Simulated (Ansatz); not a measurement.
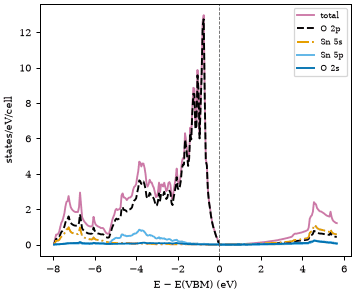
Figure: Total and projected density of states of SnO2 (rutile, P4_2/mnm), plane-wave PAW PBE (Ansatz code)

### Question
Which orbitals carry the states next to the gap?

### Answer
Top 1 eV of the valence band: O 2p 98 %. Bottom 1 eV of the conduction band: Sn 5s 52 %, O 2s 23 %, O 2p 20 %. Projections are on Löwdin-orthogonalised atomic valence shells; empty p or d shells of many metals are not among them.

### Question
Where is the tallest occupied peak in this window, and what makes it?

### Answer
Near -0.8 eV, about 13 states/eV per cell; the largest projected share is O 2p.

Symmetry was held in the PBE relaxation. Scalar-relativistic: spin–orbit coupling is off unless named, which matters more the heavier the elements.

Potentials: the earlier of the program's two PAW sets.
